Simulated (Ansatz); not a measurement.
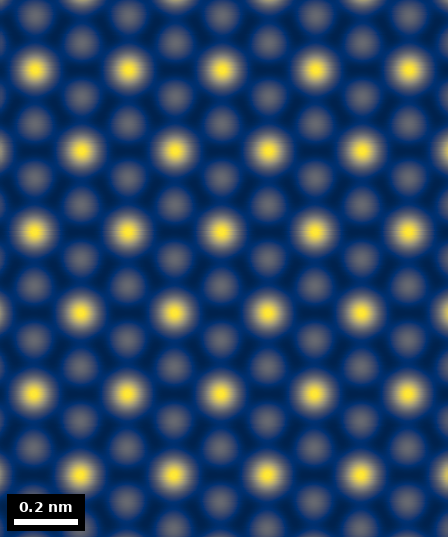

Integrated-DPC-like image of a crystal. Simulated as the projected potential of neutral atoms (B = 0.8 Å²) blurred by a 0.74 Å probe, the thin-sample limit of integrated differential phase contrast. A slight drift was added.

Question: Measure the repeat of the pattern.

Answer: The pattern repeats on a hexagonal net with a repeat of 3.0 Å.

Question: Which plane group does this projection have?

Answer: p6mm: sixfold points with mirror lines through them.

Question: How many columns does the smallest repeating cell hold, and how many levels of brightness?

Answer: 3 columns in the primitive cell of 7.6 Å², with 2 levels of brightness (about 100, 40 % of the brightest, counted from the darkest point).

The crystal is Ti (P6_3/mmc, No. 194) seen along [001]. Structure: coordinates from a relaxation with DFT, revPBE, plane waves (420 eV) with PAW, scalar-relativistic (Ansatz); the starting structure was generated, so it need not be a known form of this composition.
